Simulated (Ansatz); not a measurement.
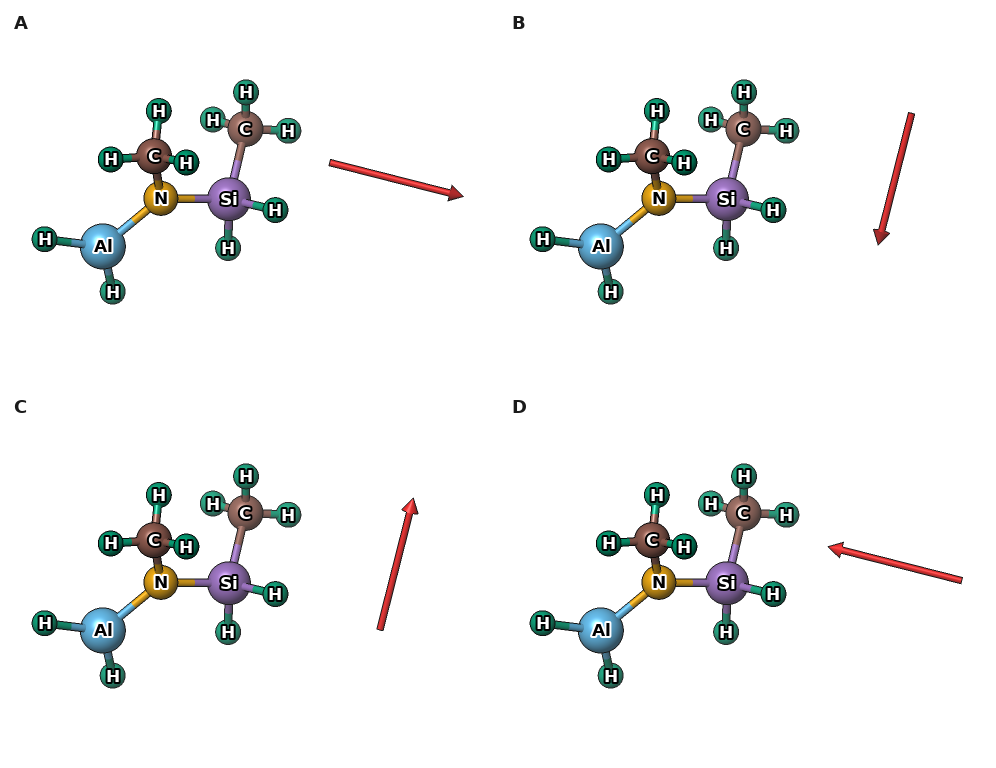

The same molecule four times, each with an arrow. Computed geometry: PBE-D4/def2-SVP optimisation. No frequency run is at hand to confirm it as a minimum. Method: RKS PBE-D4/def2-SVP (Ansatz 0.2.0).

Which arrow points along the dipole moment, from the negative to the positive end?

C. The dipole moment is 1.32 D.
